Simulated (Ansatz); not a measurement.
**Run report: C2H5NSi, geometry relaxation**

System: C2H5NSi.
Method: UKS B3LYP/cc-pVDZ (Ansatz 0.2.0).

It belongs to a series of runs on one base structure; here: end point A relaxed.

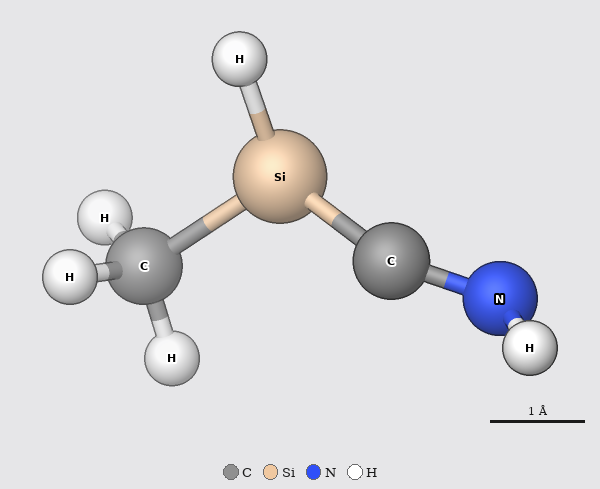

Figure 1. The starting structure (ball-and-stick view, seen at a tilt). Bond lengths as drawn: C–H 1.09 Å, C–N 1.24 Å, C–Si 1.78 to 1.89 Å, H–N 1.02 Å and H–Si 1.46 Å.

Results in brief

- outcome: converged
- total energy: −11521.6915 eV
- mean-field energy: −11521.6915 eV
- largest force (length of the vector) at the end: 0.015 eV/Å
- hardware: 2 threads of Intel Xeon (Granite Rapids), 16 GiB of memory available, shared host
- wall time: 19 s (CPU time 35 s)
- peak memory: 0.25 GiB

The input
```yaml
crystal:
  periodic: [false, false, false]
  atoms:
    - { symbol: C, position_ang: [-1.28541, 0.7413, -0.58751] }
    - { symbol: Si, position_ang: [0.19264, -0.43855, -0.66125] }
    - { symbol: C, position_ang: [1.20259, -0.58861, 0.79213] }
    - { symbol: "N", position_ang: [1.5318, -1.3569, 1.70155] }
    - { symbol: H, position_ang: [-1.75691, 0.72453, 0.39001] }
    - { symbol: H, position_ang: [-2.03597, 0.46891, -1.32455] }
    - { symbol: H, position_ang: [-0.97826, 1.76422, -0.79364] }
    - { symbol: H, position_ang: [0.92966, -0.29171, -1.91143] }
    - { symbol: H, position_ang: [2.19985, -1.02319, 2.39469] }
magnetization:
  spin_polarized: true
basis:
  gaussian: { orbitals: cc-pVDZ }
hamiltonian:
  xc: b3lyp
relax:
  f_tol: 0.02
  max_steps: 50
```

Run as:
```bash
ansatz run input.yaml --threads 2 --pin off --max-ram 3072MiB --backend cpu --events-out ev --progress --plain --runs-dir out
```

Output
```
The last accepted step is kept in [file] (removed where the run ends without a failure and the disk answers)
Engine: ansatz 0.2.0, x86_64-unknown-linux-gnu
Functional definition: B3LYP
  parameter a0 = 0.2
  parameter ax = 0.72
  parameter ac = 0.81
  exchange = (1 - a0 - ax)*slater_x + ax*b88_x + a0*exact_x
  correlation = (1 - ac)*vwn_rpa_c + ac*lyp_c
922 factors; integrals over basis functions are off by at most 3.1e-4 eV
mean field evaluation 1: about -11512.1115 eV, gradient 4.3e1 eV
mean field evaluation 2: about -11493.5928 eV, gradient 6.9e1 eV
mean field evaluation 4: about -11521.3043 eV, gradient 4.7e0 eV
mean field evaluation 8: about -11521.4330 eV, gradient 3.3e-1 eV
mean field evaluation 16: about -11521.4337 eV, gradient 2.2e-5 eV
mean field -11521.43367788 eV, -423.4048781537 hartree, gradient 2.2e-5 eV, S^2 0.000000; 1 other end points of the search recorded, 0 dependent functions left out
the calculation of the forces begins
reference -11521.43392565 eV, -423.4048872594 hartree; 19, 19 occupied and 66, 66 virtual orbitals, 922 factors
relax step   1: F+E_penalty+E_count = -11521.43367788 eV  Δ(F+E_penalty+E_count) = +0.000e0 eV  max|allowed force component| = 8.843e-1 eV/Å  Δτ_max = 0.0000 Å  (53 SCF iters, accepted)
these checks for a lower state are left out or cut short: starts, cluster_reference, orbital_swaps, neighbouring_geometries, increment
922 factors; integrals over basis functions are off by at most 3.5e-4 eV
mean field -11521.58816968 eV, -423.4105556228 hartree, gradient 9.2e-6 eV, S^2 0.000000; 0 other end points of the search recorded, 0 dependent functions left out
the calculation of the forces begins
reference -11521.58841609 eV, -423.4105646781 hartree; 19, 19 occupied and 66, 66 virtual orbitals, 922 factors
relax step   2: F+E_penalty+E_count = -11521.58816968 eV  Δ(F+E_penalty+E_count) = -1.545e-1 eV  max|allowed force component| = 1.044e0 eV/Å  Δτ_max = 0.1313 Å  (49 SCF iters, accepted)
these checks for a lower state are left out or cut short: starts, cluster_reference, orbital_swaps, neighbouring_geometries, increment
922 factors; integrals over basis functions are off by at most 3.8e-4 eV
mean field evaluation 32: about -11521.5435 eV, gradient 1.4e-2 eV
mean field -11521.54352013 eV, -423.4089147823 hartree, gradient 2.3e-5 eV, S^2 0.000000; 0 other end points of the search recorded, 0 dependent functions left out
the calculation of the forces begins
reference -11521.54376484 eV, -423.4089237749 hartree; 19, 19 occupied and 66, 66 virtual orbitals, 922 factors
relax step   3: F+E_penalty+E_count = -11521.54352013 eV  Δ(F+E_penalty+E_count) = +4.465e-2 eV  max|allowed force component| = 2.039e0 eV/Å  Δτ_max = 0.1993 Å  (38 SCF iters, rejected (line search))
these checks for a lower state are left out or cut short: starts, cluster_reference, orbital_swaps, neighbouring_geometries, increment
922 factors; integrals over basis functions are off by at most 3.5e-4 eV
mean field -11521.65247190 eV, -423.4129186858 hartree, gradient 2.7e-5 eV, S^2 0.000000; 0 other end points of the search recorded, 0 dependent functions left out
the calculation of the forces begins
reference -11521.65271633 eV, -423.4129276683 hartree; 19, 19 occupied and 66, 66 virtual orbitals, 922 factors
relax step   4: F+E_penalty+E_count = -11521.65247190 eV  Δ(F+E_penalty+E_count) = -6.430e-2 eV  max|allowed force component| = 4.066e-1 eV/Å  Δτ_max = 0.0996 Å  (35 SCF iters, accepted)
these checks for a lower state are left out or cut short: starts, cluster_reference, orbital_swaps, neighbouring_geometries, increment
922 factors; integrals over basis functions are off by at most 3.5e-4 eV
mean field -11521.68379955 eV, -423.4140699558 hartree, gradient 1.1e-5 eV, S^2 0.000000; 0 other end points of the search recorded, 0 dependent functions left out
the calculation of the forces begins
reference -11521.68404150 eV, -423.4140788471 hartree; 19, 19 occupied and 66, 66 virtual orbitals, 922 factors
relax step   5: F+E_penalty+E_count = -11521.68379955 eV  Δ(F+E_penalty+E_count) = -3.133e-2 eV  max|allowed force component| = 2.011e-1 eV/Å  Δτ_max = 0.0819 Å  (43 SCF iters, accepted)
these checks for a lower state are left out or cut short: starts, cluster_reference, orbital_swaps, neighbouring_geometries, increment
922 factors; integrals over basis functions are off by at most 3.4e-4 eV
mean field -11521.68882694 eV, -423.4142547089 hartree, gradient 2.1e-5 eV, S^2 0.000000; 0 other end points of the search recorded, 0 dependent functions left out
the calculation of the forces begins
reference -11521.68906810 eV, -423.4142635712 hartree; 19, 19 occupied and 66, 66 virtual orbitals, 922 factors
relax step   6: F+E_penalty+E_count = -11521.68882694 eV  Δ(F+E_penalty+E_count) = -5.027e-3 eV  max|allowed force component| = 1.472e-1 eV/Å  Δτ_max = 0.0381 Å  (41 SCF iters, accepted)
these checks for a lower state are left out or cut short: starts, cluster_reference, orbital_swaps, neighbouring_geometries, increment
922 factors; integrals over basis functions are off by at most 3.5e-4 eV
mean field -11521.69062970 eV, -423.4143209591 hartree, gradient 2.2e-5 eV, S^2 0.000000; 0 other end points of the search recorded, 0 dependent functions left out
the calculation of the forces begins
reference -11521.69087067 eV, -423.4143298146 hartree; 19, 19 occupied and 66, 66 virtual orbitals, 922 factors
relax step   7: F+E_penalty+E_count = -11521.69062970 eV  Δ(F+E_penalty+E_count) = -1.803e-3 eV  max|allowed force component| = 5.976e-2 eV/Å  Δτ_max = 0.0507 Å  (36 SCF iters, accepted)
these checks for a lower state are left out or cut short: starts, cluster_reference, orbital_swaps, neighbouring_geometries, increment
922 factors; integrals over basis functions are off by at most 3.5e-4 eV
mean field evaluation 64: about -11521.6572 eV, gradient 8.0e-1 eV
mean field -11521.69079965 eV, -423.4143272045 hartree, gradient 2.6e-5 eV, S^2 0.000000; 0 other end points of the search recorded, 0 dependent functions left out
the calculation of the forces begins
reference -11521.69104032 eV, -423.4143360489 hartree; 19, 19 occupied and 66, 66 virtual orbitals, 922 factors
relax step   8: F+E_penalty+E_count = -11521.69079965 eV  Δ(F+E_penalty+E_count) = -1.699e-4 eV  max|allowed force component| = 1.026e-1 eV/Å  Δτ_max = 0.0179 Å  (40 SCF iters, accepted)
these checks for a lower state are left out or cut short: starts, cluster_reference, orbital_swaps, neighbouring_geometries, increment
922 factors; integrals over basis functions are off by at most 3.5e-4 eV
mean field -11521.69100301 eV, -423.4143346778 hartree, gradient 2.4e-5 eV, S^2 0.000000; 0 other end points of the search recorded, 0 dependent functions left out
the calculation of the forces begins
reference -11521.69124343 eV, -423.4143435131 hartree; 19, 19 occupied and 66, 66 virtual orbitals, 922 factors
relax step   9: F+E_penalty+E_count = -11521.69100301 eV  Δ(F+E_penalty+E_count) = -2.034e-4 eV  max|allowed force component| = 2.578e-2 eV/Å  Δτ_max = 0.0289 Å  (39 SCF iters, accepted)
these checks for a lower state are left out or cut short: starts, cluster_reference, orbital_swaps, neighbouring_geometries, increment
922 factors; integrals over basis functions are off by at most 3.5e-4 eV
mean field -11521.69126377 eV, -423.4143442608 hartree, gradient 2.5e-5 eV, S^2 0.000000; 0 other end points of the search recorded, 0 dependent functions left out
the calculation of the forces begins
reference -11521.69150443 eV, -423.4143531048 hartree; 19, 19 occupied and 66, 66 virtual orbitals, 922 factors
relax step  10: F+E_penalty+E_count = -11521.69126377 eV  Δ(F+E_penalty+E_count) = -2.608e-4 eV  max|allowed force component| = 1.155e-2 eV/Å  Δτ_max = 0.0319 Å  (36 SCF iters, accepted)
922 factors; integrals over basis functions are off by at most 3.5e-4 eV
mean field evaluation 96: about -11521.6913 eV, gradient 9.3e-3 eV
```

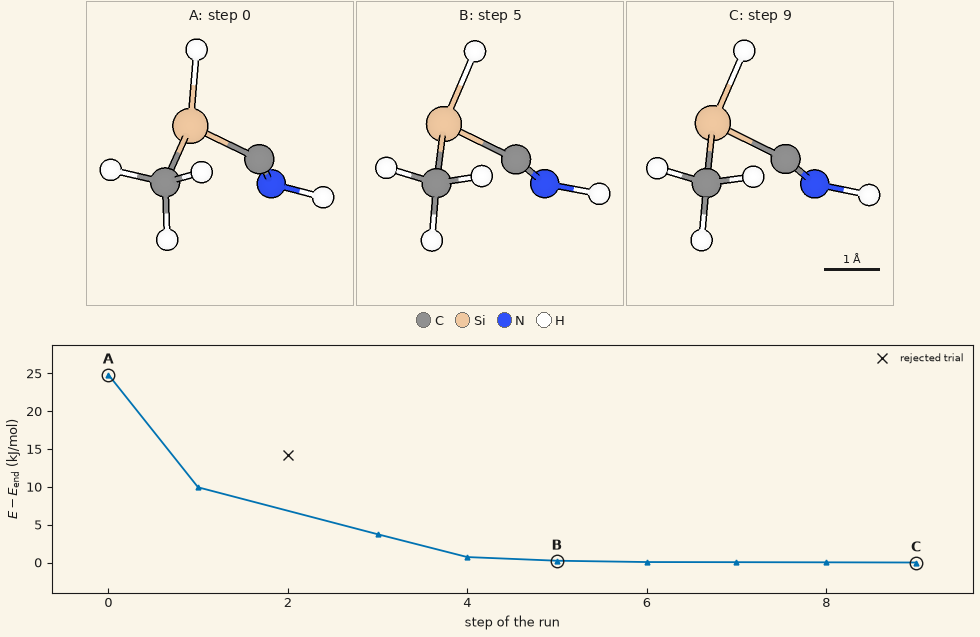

Figure 2. Frames of the relaxation (ball-and-stick view, seen at a tilt) above the curves, on which the letters mark them (the first geometry is step 0 here and step 1 in the log).

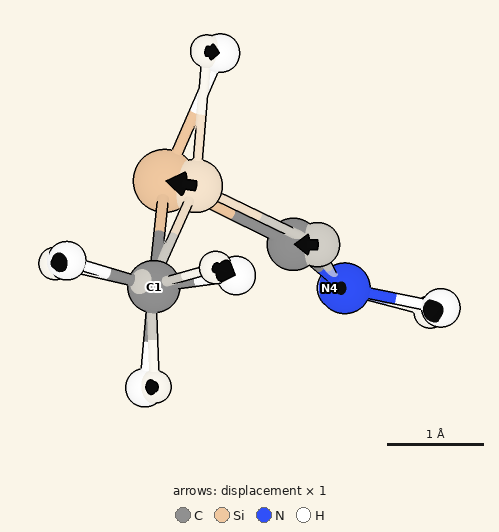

Figure 3. Start (faint) and end (solid) with the displacements as black arrows, at true length (ball-and-stick view, seen at a tilt). The two geometries are laid on each other by the best rigid fit. The energy falls by 24.9 kJ/mol in 9 geometry steps. Largest force component: 0.88 eV/Å at the start, 0.012 eV/Å at the end. The line search rejected the trial step at point 2 (counted from 0) and went back. Si2 moves most after the best rigid fit: 0.34 Å. Largest moves by element: Si 0.34 Å, H 0.33 Å, C 0.26 Å, N 0.10 Å. Among the contacts that change: Si2–H8 1.459 → 1.508 Å, Si2–C3 1.776 → 1.824 Å, C1–Si2 1.893 → 1.920 Å, C3–N4 1.235 → 1.215 Å. Among the angles that change: C3–Si2–H8 115.0° → 100.3°, Si2–C3–N4 143.8° → 158.0°, C1–Si2–C3 117.7° → 107.2°. (Atoms are counted from 1 in the order of the input.)

```
mean field -11521.69126377 eV, -423.4143442608 hartree, gradient 2.5e-5 eV, S^2 0.000000; 2 other end points of the search recorded, 0 dependent functions left out
the calculation of the forces begins
reference -11521.69150443 eV, -423.4143531048 hartree; 19, 19 occupied and 66, 66 virtual orbitals, 922 factors
Total energy: -11521.69150443 eV, -423.4143531048 hartree
Atom 0 at    -1.255914     0.723829    -0.551942 Å, force     0.003861     0.003754    -0.007998 eV/Å
Atom 1 at     0.011680    -0.697485    -0.797358 Å, force    -0.003691     0.006510    -0.011120 eV/Å
Atom 2 at     1.036950    -0.773172     0.709898 Å, force    -0.000387    -0.001172     0.008589 eV/Å
Atom 3 at     1.549904    -1.254814     1.700239 Å, force     0.011548    -0.007051    -0.005462 eV/Å
Atom 4 at    -1.802399     0.591083     0.395070 Å, force     0.000233    -0.001967     0.008248 eV/Å
Atom 5 at    -1.995147     0.678857    -1.368363 Å, force     0.001756     0.000657    -0.002605 eV/Å
Atom 6 at    -0.789625     1.720876    -0.561938 Å, force    -0.001610    -0.001928     0.001869 eV/Å
Atom 7 at     1.048247    -0.279305    -1.808982 Å, force    -0.006113    -0.005065     0.000690 eV/Å
Atom 8 at     2.196296    -0.709868     2.283377 Å, force    -0.005597     0.006262     0.007789 eV/Å
Dipole moment:     0.146971     0.303438     0.283716 e Å
```

Trajectory as extended XYZ (Å, eV, eV/Å), 10 frames, from step=1 to step=10
```
9
Properties=species:S:1:pos:R:3:forces:R:3 step=1 energy=-11521.43368
C    -1.2854    0.7413   -0.5875    0.4952   0.1138   0.1589
Si    0.1926   -0.4385   -0.6613   -0.8843  -0.2051  -0.0801
C     1.2026   -0.5886    0.7921   -0.1620  -0.7709   0.1658
N     1.5318   -1.3569    1.7015   -0.0267   0.1586  -0.1754
H    -1.7569    0.7245    0.3900   -0.2197  -0.0704   0.5087
H    -2.0360    0.4689   -1.3245   -0.2744  -0.2669  -0.3974
H    -0.9783    1.7642   -0.7936    0.0986   0.5100  -0.1126
H     0.9297   -0.2917   -1.9114    0.5797   0.2093  -0.4462
H     2.1999   -1.0232    2.3947    0.3936   0.3218   0.3784
9
Properties=species:S:1:pos:R:3:forces:R:3 step=2 energy=-11521.58817
C    -1.2750    0.7452   -0.5751    0.1002   0.0985   0.0961
Si    0.1198   -0.5420   -0.6961   -0.3769   0.0631  -0.5022
C     1.1432   -0.6610    0.7620    0.3816  -1.0445   1.0062
N     1.5625   -1.3545    1.7016   -0.1516   0.8765  -0.4722
H    -1.7708    0.6899    0.4029   -0.0834  -0.0198   0.0826
H    -2.0202    0.5186   -1.3509   -0.0831  -0.0281  -0.0529
H    -0.9233    1.7765   -0.7325    0.0414   0.0058  -0.0115
H     0.9652   -0.2663   -1.8972    0.1982   0.0607   0.0261
H     2.1986   -0.9063    2.3853   -0.0263  -0.0121  -0.1724
9
Properties=species:S:1:pos:R:3:forces:R:3 step=3 energy=-11521.54352 accepted=F
C    -1.2692    0.7299   -0.5586   -0.0693   0.3208  -0.1249
Si    0.0406   -0.6588   -0.7601    0.1135   0.3621  -0.5408
C     1.0687   -0.7463    0.7226    0.5973  -1.0412   2.0386
N     1.4693   -1.2836    1.7776    0.9302   1.5647  -1.3257
H    -1.8126    0.6123    0.4017    0.1158   0.0380  -0.2518
H    -2.0074    0.6218   -1.3887    0.2524   0.0780   0.3435
H    -0.8307    1.7554   -0.6105   -0.2138  -0.4461   0.0222
H     1.0511   -0.2518   -1.8465   -0.3273  -0.2644   0.3583
H     2.2903   -0.7791    2.2625   -1.3989  -0.6119  -0.5193
9
Properties=species:S:1:pos:R:3:forces:R:3 step=4 energy=-11521.65247
C    -1.2690    0.7470   -0.5618   -0.0436  -0.0035  -0.1047
Si    0.0681   -0.6031   -0.7233   -0.1792  -0.0175  -0.2208
C     1.0949   -0.7146    0.7563    0.0101  -0.2790   0.0526
N     1.5727   -1.3261    1.7014    0.2873   0.4066   0.3421
H    -1.8186    0.6281    0.3843    0.0709   0.1622   0.0730
H    -2.0051    0.6028   -1.3680   -0.0184  -0.0723  -0.0860
H    -0.8672    1.7676   -0.6751   -0.0250  -0.0429   0.1960
H     0.9995   -0.2792   -1.8520    0.1161   0.0484   0.0228
H     2.2246   -0.8225    2.3382   -0.2183  -0.2019  -0.2749
9
Properties=species:S:1:pos:R:3:forces:R:3 step=5 energy=-11521.68380
C    -1.2705    0.7402   -0.5620    0.0754  -0.0910   0.0089
Si    0.0312   -0.6552   -0.7582   -0.0938  -0.0213  -0.0849
C     1.0570   -0.7834    0.7330    0.0808   0.0630   0.2011
N     1.5648   -1.2927    1.7172   -0.0324   0.0040  -0.1682
H    -1.8169    0.6375    0.3863   -0.0220   0.0023   0.0632
H    -2.0001    0.6231   -1.3781   -0.0505   0.0222  -0.0328
H    -0.8378    1.7488   -0.6278    0.0338   0.0298   0.0194
H     1.0361   -0.2535   -1.8004    0.0571  -0.0313  -0.0028
H     2.2362   -0.7648    2.2901   -0.0484   0.0223  -0.0038
9
Properties=species:S:1:pos:R:3:forces:R:3 step=6 energy=-11521.68883
C    -1.2652    0.7350   -0.5560    0.0791  -0.1158  -0.0341
Si    0.0165   -0.6774   -0.7780   -0.0104   0.0122  -0.0226
C     1.0427   -0.7749    0.7228    0.0588  -0.0378   0.1472
N     1.5603   -1.2757    1.7044   -0.0553   0.0348  -0.1404
H    -1.8140    0.6180    0.3885   -0.0276  -0.0124   0.0896
H    -1.9958    0.6481   -1.3728   -0.0854   0.0247  -0.0733
H    -0.8193    1.7374   -0.5965    0.0547   0.0768   0.0113
H     1.0539   -0.2703   -1.7922   -0.0127  -0.0054  -0.0045
H     2.2210   -0.7401    2.2799   -0.0012   0.0229   0.0267
9
Properties=species:S:1:pos:R:3:forces:R:3 step=7 energy=-11521.69063
C    -1.2573    0.7242   -0.5554   -0.0029  -0.0134   0.0045
Si    0.0068   -0.7001   -0.7945    0.0485   0.0100  -0.0248
C     1.0314   -0.7762    0.7157    0.0399  -0.0201   0.0160
N     1.5627   -1.2613    1.6957   -0.0598   0.0479  -0.0310
H    -1.8011    0.5917    0.3921   -0.0338   0.0056   0.0263
H    -1.9968    0.6820   -1.3720    0.0112  -0.0002   0.0081
H    -0.7865    1.7188   -0.5627    0.0019   0.0068  -0.0076
H     1.0460   -0.2746   -1.8030   -0.0123  -0.0188   0.0209
H     2.1948   -0.7046    2.2841    0.0072  -0.0177  -0.0124
9
Properties=species:S:1:pos:R:3:forces:R:3 step=8 energy=-11521.69080
C    -1.2567    0.7224   -0.5526    0.0036   0.0213  -0.0219
Si    0.0131   -0.6958   -0.7977   -0.0191  -0.0086   0.0282
C     1.0323   -0.7687    0.7147   -0.0289  -0.0019  -0.1026
N     1.5471   -1.2548    1.7013    0.0859   0.0062   0.0799
H    -1.8034    0.5871    0.3941    0.0013  -0.0022   0.0019
H    -1.9956    0.6833   -1.3701    0.0126  -0.0048   0.0078
H    -0.7872    1.7179   -0.5579   -0.0131   0.0067   0.0018
H     1.0499   -0.2824   -1.8102    0.0002   0.0042   0.0035
H     2.2006   -0.7092    2.2783   -0.0426  -0.0210   0.0013
9
Properties=species:S:1:pos:R:3:forces:R:3 step=9 energy=-11521.69100
C    -1.2566    0.7273   -0.5521   -0.0067  -0.0032   0.0258
Si    0.0060   -0.6990   -0.7892    0.0077   0.0051  -0.0077
C     1.0365   -0.7721    0.7145    0.0128  -0.0059  -0.0088
N     1.5599   -1.2530    1.7001   -0.0170   0.0081  -0.0029
H    -1.8244    0.5766    0.3804   -0.0020   0.0129  -0.0147
H    -1.9759    0.6967   -1.3865   -0.0112  -0.0007  -0.0013
H    -0.7923    1.7255   -0.5330    0.0122  -0.0211  -0.0028
H     1.0397   -0.2998   -1.8110   -0.0027   0.0052   0.0058
H     2.2071   -0.7022    2.2769    0.0068  -0.0005   0.0068
9
Properties=species:S:1:pos:R:3:forces:R:3 step=10 energy=-11521.69126
C    -1.2559    0.7238   -0.5519    0.0039   0.0038  -0.0080
Si    0.0117   -0.6975   -0.7974   -0.0037   0.0065  -0.0111
C     1.0370   -0.7732    0.7099   -0.0004  -0.0012   0.0086
N     1.5499   -1.2548    1.7002    0.0115  -0.0071  -0.0055
H    -1.8024    0.5911    0.3951    0.0002  -0.0020   0.0082
H    -1.9951    0.6789   -1.3684    0.0018   0.0007  -0.0026
H    -0.7896    1.7209   -0.5619   -0.0016  -0.0019   0.0019
H     1.0482   -0.2793   -1.8090   -0.0061  -0.0051   0.0007
H     2.1963   -0.7099    2.2834   -0.0056   0.0063   0.0078
```
